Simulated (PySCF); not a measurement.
# CH8BNSSi: runs on many settings

Aim: see how CH8BNSSi (`CSBN[SiH3]`) answers to the choice of functional, basis, grid and SCF options, and what happens with inputs that are wrong on purpose.

The runs use PySCF 2.14.0, with density-fitted response routines of our own; the level of theory stands in each step. All values are computed, except where a source is named. Atoms count from 0, in the outputs and in this text.

### Step 1. The starting structure

13 atoms, charge 0, multiplicity 1; geometry from: GFN2-xTB.

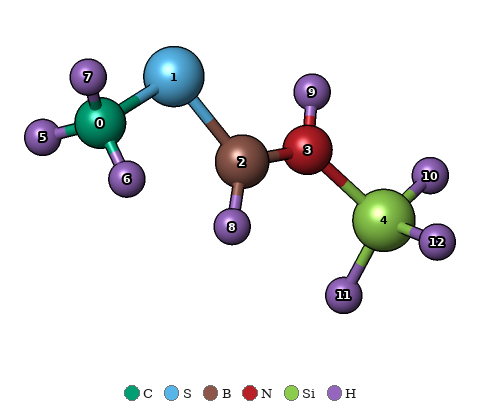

The starting geometry (carbon teal, sulfur blue, boron brown, nitrogen red, silicon green, hydrogen purple), atoms numbered.

### Step 2. Indirect couplings: PW91/6-31G

The job: settings as JSON, then the geometry in Å.

```
{"job": {"kind": "j", "xc": "PW91", "basis": "6-31G", "scf": {"diis": false, "conv": 0.01, "max_cycle": 56}}, "charge": 0, "multiplicity": 1}
C     -2.882793    -0.044901    -0.581454
S     -1.652531    -0.850624     0.502788
B     -0.112518    -0.071201     0.020790
N      1.078445    -0.430743     0.657969
Si     2.698783     0.126320     0.345304
H     -3.404643     0.717272    -0.010328
H     -2.385406     0.398047    -1.436789
H     -3.583919    -0.807518    -0.904788
H     -0.108771     0.727174    -0.833918
H      0.994452    -1.127916     1.383459
H      3.503536    -0.506726     1.389453
H      2.734747     1.586133     0.443478
H      3.116231    -0.298575    -0.993691
```

Level: PW91/6-31G indirect spin-spin coupling, non-relativistic, gas phase.

Started as:

```
OMP_NUM_THREADS=1 python probes_run.py task.json out
```

The driver reads the jobs from task.json and runs them one after another.

What it wrote:

```text
final grid: 100056 points
cycle   1  E = -809.9893898061  dE =  3.006e-01  |g| = 5.158e-01  |ddm| = 3.373e+00
cycle   2  E = -809.8472172758  dE =  1.422e-01  |g| = 9.258e-01  |ddm| = 1.420e+00
cycle   3  E = -809.3769901562  dE =  4.702e-01  |g| = 1.724e+00  |ddm| = 2.176e+00
cycle   4  E = -807.0939466867  dE =  2.283e+00  |g| = 2.817e+00  |ddm| = 4.965e+00
cycle   5  E = -797.6012667159  dE =  9.493e+00  |g| = 5.059e+00  |ddm| = 7.827e+00
cycle   6  E = -764.9329877859  dE =  3.267e+01  |g| = 4.334e+00  |ddm| = 5.629e+01
cycle   7  E = -741.8425314551  dE =  2.309e+01  |g| = 5.899e+00  |ddm| = 6.282e+01
cycle   8  E = -599.1568902261  dE =  1.427e+02  |g| = 5.775e+00  |ddm| = 1.096e+02
cycle   9  E = -584.6920939623  dE =  1.446e+01  |g| = 7.124e+00  |ddm| = 1.162e+02
cycle  10  E = -602.4612983785  dE = -1.777e+01  |g| = 4.706e+00  |ddm| = 1.357e+02
[... 36 cycles left out ...]
cycle  47  E = -584.5718622040  dE =  1.792e+01  |g| = 7.077e+00  |ddm| = 1.353e+02
cycle  48  E = -602.4909390755  dE = -1.792e+01  |g| = 4.703e+00  |ddm| = 1.353e+02
cycle  49  E = -584.5718622040  dE =  1.792e+01  |g| = 7.077e+00  |ddm| = 1.353e+02
cycle  50  E = -602.4909390755  dE = -1.792e+01  |g| = 4.703e+00  |ddm| = 1.353e+02
cycle  51  E = -584.5718622040  dE =  1.792e+01  |g| = 7.077e+00  |ddm| = 1.353e+02
cycle  52  E = -602.4909390755  dE = -1.792e+01  |g| = 4.703e+00  |ddm| = 1.353e+02
cycle  53  E = -584.5718622040  dE =  1.792e+01  |g| = 7.077e+00  |ddm| = 1.353e+02
cycle  54  E = -602.4909390755  dE = -1.792e+01  |g| = 4.703e+00  |ddm| = 1.353e+02
cycle  55  E = -584.5718622040  dE =  1.792e+01  |g| = 7.077e+00  |ddm| = 1.353e+02
cycle  56  E = -602.4909390755  dE = -1.792e+01  |g| = 4.703e+00  |ddm| = 1.353e+02
SCF not converged, last energy = -602.4909390755
```

Run time: 28 s. Hardware: 1 thread of Arm Neoverse V1, shared host; peak memory 0.35 GiB.

Why it failed: The SCF swings between two densities 17.92 Eh apart: plain iteration without DIIS overshoots. The remedy is to turn DIIS on. Numbers printed on the way are no properties of the molecule.

### Step 3. Indirect couplings: LC-wPBE/def2-TZVP

Same as in step 2 but for these lines:

```diff
@@ -1,2 +1,2 @@
-{"job": {"kind": "j", "xc": "PW91", "basis": "6-31G", "scf": {"diis": false, "conv": 0.01, "max_cycle": 56}}, "charge": 0, "multiplicity": 1}
+{"job": {"kind": "j", "xc": "LC-wPBE", "basis": "def2-TZVP", "grid": 0, "scf": {"max_cycle": 92}}, "charge": 0, "multiplicity": 1}
 C     -2.882793    -0.044901    -0.581454
```

Method: LC-wPBE/def2-TZVP indirect spin-spin coupling, non-relativistic, gas phase.

What it wrote:

```text
final grid: 11448 points
cycle   1  E = -810.0254943438  dE =  4.048e-01  |g| = 4.102e-01  |ddm| = 2.530e+00
cycle   2  E = -810.0539425274  dE = -2.845e-02  |g| = 3.144e-01  |ddm| = 4.479e-01
cycle   3  E = -810.0726557480  dE = -1.871e-02  |g| = 5.982e-02  |ddm| = 1.792e-01
cycle   4  E = -810.0736540984  dE = -9.984e-04  |g| = 1.955e-02  |ddm| = 6.224e-02
cycle   5  E = -810.0737540529  dE = -9.995e-05  |g| = 5.843e-03  |ddm| = 2.080e-02
cycle   6  E = -810.0737612467  dE = -7.194e-06  |g| = 1.227e-03  |ddm| = 7.128e-03
cycle   7  E = -810.0737620583  dE = -8.115e-07  |g| = 5.310e-04  |ddm| = 2.529e-03
cycle   8  E = -810.0737621708  dE = -1.125e-07  |g| = 1.220e-04  |ddm| = 8.247e-04
cycle   9  E = -810.0737621805  dE = -9.755e-09  |g| = 4.480e-05  |ddm| = 2.861e-04
cycle  10  E = -810.0737621813  dE = -8.240e-10  |g| = 1.129e-05  |ddm| = 5.822e-05
converged SCF energy = -810.0737621813

Indirect spin-spin couplings (Hz)
  i      j    bonds     total        FC       PSO       DSO        SD
  0 C    1 S    1    -11.487   -13.995     2.481     0.027         -
  0 C    2 B    2      1.304     1.469    -0.131    -0.001    -0.034
  0 C    3 N    3     -1.898    -1.967     0.052     0.024    -0.007
  0 C    5 H    1    121.982   120.347     0.983     0.652         -
  0 C    6 H    1    123.383   121.829     0.876     0.678         -
  0 C    7 H    1    120.852   119.216     0.985     0.650         -
  0 C    8 H    3      6.181     6.155    -0.106     0.132         -
  0 C    9 H    4     -0.272    -0.123     0.169    -0.318         -
  1 S    2 B    1     -1.038     3.302    -4.571     0.046     0.185
  1 S    3 N    2     -2.651    -2.837     0.398    -0.001    -0.211
  1 S    4 Si   3     -2.402    -2.071    -0.229     0.011    -0.114
  1 S    5 H    2      1.335     1.099     0.295    -0.059         -
  1 S    6 H    2     -0.383    -0.875     0.555    -0.063         -
  1 S    7 H    2      3.439     3.041     0.453    -0.055         -
  1 S    8 H    2      1.023     1.867    -0.801    -0.043         -
  1 S    9 H    3      1.896     2.059    -0.202     0.039         -
  1 S   10 H    4      0.236     0.251     0.036    -0.051         -
  2 B    3 N    1    -25.206   -27.434     2.475    -0.115    -0.132
  2 B    4 Si   2     -3.477    -3.405    -0.116     0.043     0.001
  2 B    5 H    3      0.037     0.271     0.011    -0.211    -0.035
  2 B    6 H    3      6.319     6.427    -0.438     0.356    -0.026
  2 B    7 H    3      5.083     5.359     0.211    -0.461    -0.026
  2 B    8 H    1    127.650   127.459    -1.304     1.187     0.308
  2 B    9 H    2     -6.599    -5.428    -0.574    -0.552    -0.045
  2 B   10 H    3      6.108     6.249     0.378    -0.529     0.010
  2 B   11 H    3      0.412     0.494    -0.015    -0.051    -0.016
  2 B   12 H    3     -0.006     0.074     0.028    -0.099    -0.010
  3 N    4 Si   1     14.323    15.199    -1.553     0.034     0.644
  3 N    7 H    4     -0.355    -0.387    -0.081     0.111     0.002
  3 N    8 H    2     -5.241    -5.570     0.315     0.028    -0.014
  3 N    9 H    1    -63.812   -60.322    -2.999    -0.424    -0.066
  3 N   10 H    2     -2.960    -3.014    -0.033     0.069     0.018
  3 N   11 H    2     -3.484    -3.555    -0.037     0.097     0.011
  3 N   12 H    2     -3.247    -3.318    -0.041     0.099     0.013
  4 Si   8 H    3     -4.732    -4.738    -0.011     0.005     0.012
  4 Si   9 H    2     -0.353    -0.953     0.326     0.320    -0.046
  4 Si  10 H    1   -157.944  -158.414     0.896    -0.191    -0.235
  4 Si  11 H    1   -167.206  -167.739     0.997    -0.190    -0.274
  4 Si  12 H    1   -166.194  -166.738     1.001    -0.188    -0.270
  5 H    6 H    2    -11.770   -11.606     2.518    -2.683         -
  5 H    7 H    2    -11.614   -11.469     2.573    -2.717         -
  5 H    8 H    4     -0.370    -0.331     0.246    -0.285         -
  5 H    9 H    5     -0.371    -0.071     0.729    -1.029         -
  5 H   10 H    6     -0.220    -0.005     0.454    -0.670         -
  6 H    7 H    2    -12.568   -12.397     2.532    -2.703         -
  6 H    8 H    4      0.235    -0.336    -1.546     2.117         -
  6 H    9 H    5     -0.340    -0.041     0.791    -1.090         -
  6 H   10 H    6     -0.205     0.030     0.433    -0.667         -
  7 H    8 H    4     -0.338    -0.092     0.822    -1.069         -
  7 H    9 H    5     -0.332    -0.002     0.763    -1.093         -
  7 H   10 H    6     -0.212     0.016     0.505    -0.734         -
  7 H   11 H    6     -0.182    -0.007     0.479    -0.654         -
  8 H    9 H    3     10.388    11.171     2.073    -2.856         -
  8 H   10 H    4     -0.359     0.228     0.981    -1.568         -
  8 H   12 H    4     -0.178    -0.259    -0.143     0.224         -
  9 H   10 H    3      3.568     3.322    -0.290     0.537         -
  9 H   11 H    3      2.026     2.800     1.657    -2.431         -
  9 H   12 H    3      0.509     1.179     1.467    -2.137         -
 10 H   11 H    2      3.522     4.625     1.229    -2.332         -
 10 H   12 H    2      4.884     5.983     1.232    -2.330         -
 11 H   12 H    2     10.213    11.229     1.171    -2.186         -
```

Run time: 52 s. Hardware: 1 thread of Arm Neoverse V1, shared host; peak memory 0.9 GiB.

It converged, yet the result is unsound: grid level 0 is too coarse.

### Step 4. Shielding tensors: B3LYP/6-31++G** in tetrahydrofuran

Same as in step 3 but for these lines:

```diff
@@ -1,2 +1,2 @@
-{"job": {"kind": "j", "xc": "LC-wPBE", "basis": "def2-TZVP", "grid": 0, "scf": {"max_cycle": 92}}, "charge": 0, "multiplicity": 1}
+{"job": {"kind": "nmr", "xc": "B3LYP", "basis": "6-31++G**", "solvent": "tetrahydrofuran", "pop": true, "scf": {"guess": "atom"}}, "charge": 0, "multiplicity": 1}
 C     -2.882793    -0.044901    -0.581454
```

Method: GIAO B3LYP/6-31++G** NMR shielding, non-relativistic, IEF-PCM tetrahydrofuran.

What it wrote:

```text
final grid: 100056 points
cycle   1  E = -809.8906199389  dE =  1.076e+00  |g| = 1.313e+00  |ddm| = 3.814e+00
cycle   2  E = -809.2731490744  dE =  6.175e-01  |g| = 1.932e+00  |ddm| = 3.468e+00
cycle   3  E = -810.2881137058  dE = -1.015e+00  |g| = 2.733e-01  |ddm| = 2.630e+00
cycle   4  E = -810.3024899091  dE = -1.438e-02  |g| = 1.306e-01  |ddm| = 4.034e-01
cycle   5  E = -810.3068515513  dE = -4.362e-03  |g| = 2.190e-02  |ddm| = 1.522e-01
cycle   6  E = -810.3069861089  dE = -1.346e-04  |g| = 5.889e-03  |ddm| = 4.348e-02
cycle   7  E = -810.3069970542  dE = -1.095e-05  |g| = 7.814e-04  |ddm| = 1.142e-02
cycle   8  E = -810.3069972394  dE = -1.852e-07  |g| = 2.572e-04  |ddm| = 1.770e-03
cycle   9  E = -810.3069972589  dE = -1.949e-08  |g| = 8.504e-05  |ddm| = 5.875e-04
cycle  10  E = -810.3069972612  dE = -2.343e-09  |g| = 1.397e-05  |ddm| = 1.711e-04
cycle  11  E = -810.3069972613  dE = -8.185e-11  |g| = 2.453e-06  |ddm| = 4.929e-05
converged SCF energy = -810.3069972613

GIAO shielding tensors (ppm)
atom      isotropic    diamagn.    paramagn.     s11        s22        s33       span
  0 C      175.959     249.537     -73.578    156.537    169.952    201.388     44.852
  1 S      575.497    1052.050    -476.552    473.023    592.347    661.121    188.098
  2 B       67.955     196.453    -128.498     31.060     65.988    106.816     75.755
  3 N      190.500     347.058    -156.558    105.476    219.791    246.234    140.758
  4 Si     440.434     873.859    -433.425    409.057    426.097    486.148     77.091
  5 H       29.303      29.175       0.128     23.805     27.394     36.709     12.904
  6 H       29.499      30.150      -0.651     24.440     28.439     35.617     11.176
  7 H       29.565      28.681       0.884     24.272     27.340     37.084     12.812
  8 H       26.382      33.457      -7.074     23.999     25.056     30.092      6.094
  9 H       28.171      36.665      -8.494     21.566     29.290     33.657     12.091
 10 H       27.360      27.226       0.134     24.052     25.871     32.157      8.105
 11 H       27.187      28.205      -1.017     23.753     25.812     31.997      8.244
 12 H       27.166      28.103      -0.937     23.632     25.669     32.196      8.564
```

Run time: 19 s. Hardware: 1 thread of Arm Neoverse V1, shared host; peak memory 0.8 GiB.

No reference compound was run at this level, so shieldings alone are listed. Atoms listed in one row are averaged.

```
        atoms                              environment  σ (ppm)
           C0                methyl carbon bonded to S    176.0
           H8       hydrogen on a boron bonded to N, S    26.38
H10, H11, H12        hydrogen on a silicon bonded to N    27.24
           H9   hydrogen on a nitrogen bonded to B, Si    28.17
   H5, H6, H7  hydrogen on a methyl carbon bonded to S    29.46
           S1                    sulfur bonded to C, B      575
           B2                  boron bonded to N, S, H     68.0
           N3              nitrogen bonded to B, Si, H    190.5
          Si4                 silicon bonded to N, 3 H    440.4
```

The run also stored atomic charges by several schemes (e):

```
atoms    IAO  Hirshfeld  ESP fit
   C0  -0.49      -0.12    -0.10
   S1   0.03      -0.07    -0.36
   B2  -0.01       0.09     0.31
   N3  -0.67      -0.29    -0.68
  Si4   0.79       0.39     0.48
```

IAO charges:

C0 -0.49; S1 0.03; B2 -0.01; N3 -0.67; Si4 0.79; H5 0.16; H6 0.16; H7 0.17; H8 -0.01; H9 0.28; H10 -0.13; H11 -0.14; H12 -0.14

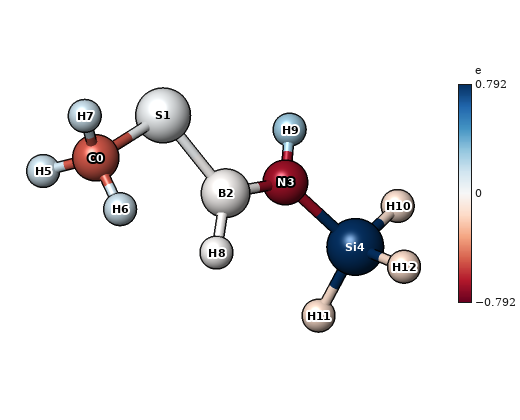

IAO charges, as colours on the atoms.

Mulliken charges and Mayer bond orders break down with diffuse functions, so they are left out here.

With diffuse functions Mulliken charges and Mayer bond orders lose their meaning; the other schemes are steadier.

### Step 5. NMR shieldings: B97-D/6-31++G** in dimethylsulfoxide

Same as in step 4 but for these lines:

```diff
@@ -1,2 +1,2 @@
-{"job": {"kind": "nmr", "xc": "B3LYP", "basis": "6-31++G**", "solvent": "tetrahydrofuran", "pop": true, "scf": {"guess": "atom"}}, "charge": 0, "multiplicity": 1}
+{"job": {"kind": "nmr", "xc": "B97-D", "basis": "6-31++G**", "solvent": "dimethylsulfoxide", "pop": true, "scf": {"conv": 1e-11}}, "charge": 0, "multiplicity": 1}
 C     -2.882793    -0.044901    -0.581454
```

Level: GIAO B97-D/6-31++G** NMR shielding, non-relativistic, IEF-PCM dimethylsulfoxide.

What it wrote:

```text
final grid: 100056 points
cycle   1  E = -810.0999650718  dE =  2.072e-01  |g| = 5.269e-01  |ddm| = 3.605e+00
cycle   2  E = -809.9676397522  dE =  1.323e-01  |g| = 9.049e-01  |ddm| = 1.544e+00
cycle   3  E = -810.1661276886  dE = -1.985e-01  |g| = 1.429e-01  |ddm| = 1.020e+00
cycle   4  E = -810.1715088967  dE = -5.381e-03  |g| = 3.667e-02  |ddm| = 2.045e-01
cycle   5  E = -810.1718723049  dE = -3.634e-04  |g| = 1.014e-02  |ddm| = 5.711e-02
cycle   6  E = -810.1718968299  dE = -2.452e-05  |g| = 4.228e-03  |ddm| = 2.052e-02
cycle   7  E = -810.1719024255  dE = -5.596e-06  |g| = 3.831e-04  |ddm| = 6.546e-03
cycle   8  E = -810.1719024680  dE = -4.249e-08  |g| = 6.085e-05  |ddm| = 9.189e-04
cycle   9  E = -810.1719024691  dE = -1.103e-09  |g| = 2.294e-05  |ddm| = 2.039e-04
cycle  10  E = -810.1719024693  dE = -1.705e-10  |g| = 6.685e-06  |ddm| = 4.496e-05
cycle  11  E = -810.1719024693  dE = -1.114e-11  |g| = 1.580e-06  |ddm| = 1.173e-05
cycle  12  E = -810.1719024693  dE = -9.095e-13  |g| = 1.978e-07  |ddm| = 3.274e-06
converged SCF energy = -810.1719024693

GIAO shielding tensors (ppm)
atom      isotropic    diamagn.    paramagn.     s11        s22        s33       span
  0 C      174.282     249.583     -75.301    154.905    166.977    200.966     46.061
  1 S      570.550    1053.420    -482.869    478.697    584.276    648.677    169.980
  2 B       71.501     197.487    -125.986     36.992     70.890    106.622     69.629
  3 N      191.555     346.104    -154.548    110.743    218.811    245.112    134.370
  4 Si     439.480     875.657    -436.177    407.760    423.540    487.140     79.380
  5 H       29.286      29.085       0.201     23.912     27.330     36.616     12.704
  6 H       29.450      30.219      -0.769     24.500     28.381     35.470     10.970
  7 H       29.541      28.532       1.009     24.348     27.327     36.947     12.598
  8 H       26.437      33.836      -7.398     24.134     25.137     30.041      5.907
  9 H       28.092      36.402      -8.310     21.579     29.082     33.617     12.038
 10 H       27.341      27.381      -0.040     24.069     25.873     32.080      8.011
 11 H       27.179      28.492      -1.314     23.758     25.828     31.951      8.193
 12 H       27.150      28.371      -1.221     23.629     25.667     32.154      8.525
```

It took 18 s on 1 thread of Arm Neoverse V1, shared host; peak memory 0.8 GiB.

Key values: σ C0 174.3, S1 571, B2 71.5, N3 191.6, H8 26.44, H10 27.22 ppm (means over like atoms).

### Step 6. Nuclear shieldings: PBE0/6-31G

Same as in step 5 but for these lines:

```diff
@@ -1,2 +1,2 @@
-{"job": {"kind": "nmr", "xc": "B97-D", "basis": "6-31++G**", "solvent": "dimethylsulfoxide", "pop": true, "scf": {"conv": 1e-11}}, "charge": 0, "multiplicity": 1}
+{"job": {"kind": "nmr", "xc": "PBE0", "basis": "6-31G", "pop": false, "scf": {"guess": "vsap"}}, "charge": 0, "multiplicity": 1}
 C     -2.882793    -0.044901    -0.581454
```

Method: GIAO PBE0/6-31G NMR shielding, non-relativistic, gas phase.

What it wrote:

```text
final grid: 100056 points
cycle   1  E = -801.6444126894  dE =  6.092e+00  |g| = 3.606e+00  |ddm| = 2.550e+01
cycle   2  E = -772.1153242133  dE =  2.953e+01  |g| = 7.580e+00  |ddm| = 2.837e+01
cycle   3  E = -807.3616031047  dE = -3.525e+01  |g| = 2.989e+00  |ddm| = 1.269e+01
cycle   4  E = -809.0683324915  dE = -1.707e+00  |g| = 1.423e+00  |ddm| = 2.532e+00
cycle   5  E = -809.5925207739  dE = -5.242e-01  |g| = 7.146e-01  |ddm| = 1.846e+00
cycle   6  E = -809.7256242575  dE = -1.331e-01  |g| = 1.244e-01  |ddm| = 8.781e-01
cycle   7  E = -809.7280113472  dE = -2.387e-03  |g| = 9.117e-02  |ddm| = 2.591e-01
cycle   8  E = -809.7300888863  dE = -2.078e-03  |g| = 8.757e-03  |ddm| = 8.979e-02
cycle   9  E = -809.7301058598  dE = -1.697e-05  |g| = 2.135e-03  |ddm| = 1.096e-02
cycle  10  E = -809.7301070587  dE = -1.199e-06  |g| = 3.206e-04  |ddm| = 3.172e-03
cycle  11  E = -809.7301070970  dE = -3.825e-08  |g| = 8.925e-05  |ddm| = 7.421e-04
cycle  12  E = -809.7301070999  dE = -2.952e-09  |g| = 8.900e-06  |ddm| = 1.871e-04
cycle  13  E = -809.7301071000  dE = -3.502e-11  |g| = 4.061e-06  |ddm| = 2.304e-05
converged SCF energy = -809.7301071000

GIAO shielding tensors (ppm)
atom      isotropic    diamagn.    paramagn.     s11        s22        s33       span
  0 C      182.355     254.319     -71.963    163.400    177.421    206.246     42.845
  1 S      612.245    1058.142    -445.897    471.100    653.506    712.130    241.030
  2 B       73.351     198.763    -125.412     36.317     69.770    113.966     77.649
  3 N      201.363     328.663    -127.299    111.276    241.296    251.518    140.242
  4 Si     472.843     880.831    -407.988    437.189    451.489    529.851     92.663
  5 H       30.543      30.583      -0.040     25.148     28.344     38.137     12.989
  6 H       30.970      30.796       0.174     25.525     30.028     37.357     11.832
  7 H       30.780      30.570       0.210     25.520     28.195     38.625     13.105
  8 H       27.142      32.969      -5.827     24.981     25.322     31.122      6.141
  9 H       30.636      33.845      -3.209     22.775     30.615     38.519     15.745
 10 H       28.517      29.316      -0.798     24.353     26.998     34.201      9.848
 11 H       28.267      29.002      -0.735     24.083     26.966     33.752      9.669
 12 H       28.234      28.883      -0.648     23.965     26.821     33.917      9.952
```

Run time: 6.3 s. Hardware: 1 thread of Arm Neoverse V1, shared host; peak memory 0.66 GiB.

Key values: σ C0 182.4, S1 612, B2 73.4, N3 201.4, H8 27.14, H10 28.34 ppm (means over like atoms).

### Step 7. Side by side: NMR shifts

Isotropic shieldings (ppm) of some atoms, chosen among heavy atoms and hydrogens apart, means over like atoms, with basis size and wall time:

```
                                 run     C0     H9     H5   S1    B2     N3    Si4  functions   time
  B3LYP/6-31++G** in tetrahydrofuran  176.0  28.17  29.46  575  68.0  190.5  440.4        146   19 s
B97-D/6-31++G** in dimethylsulfoxide  174.3  28.09  29.43  571  71.5  191.6  439.5        146   18 s
                          PBE0/6-31G  182.4  30.64  30.76  612  73.4  201.4  472.8         69  6.3 s
```

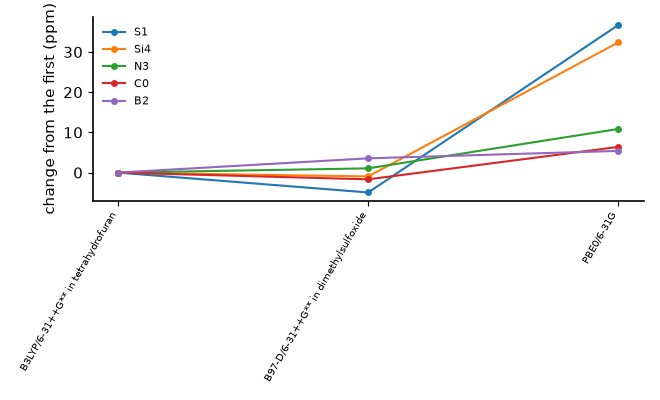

How five of the tabulated atoms move from run to run.

### Step 8. What came out

```
                                                                                          quantity                                                                                    value
shieldings of C, H, S, B, N (B3LYP/6-31++G**, tetrahydrofuran, a mean where the table joins atoms)  C0 176.0, H8 26.4, H10 27.2, H9 28.2, H5 29.5, S1 575.5, B2 68.0, N3 190.5 ppm and more
                                                                      range of the shielding of S1                                                                           571 to 612 ppm
                                                                     property runs in this session                                          5, of which 1 failed and 1 gave unsound results
```

Single values in the summary come from the first sound run of each kind (B3LYP/6-31++G**), which need not be the best level. At B3LYP/6-31++G**: The largest span, 188 ppm, is at S1, where the paramagnetic term is -477 ppm. In ppm, S1 moves most: its shielding spreads over 42 ppm, from 571 (B97-D/6-31++G** in dimethylsulfoxide) to 612 (PBE0/6-31G).
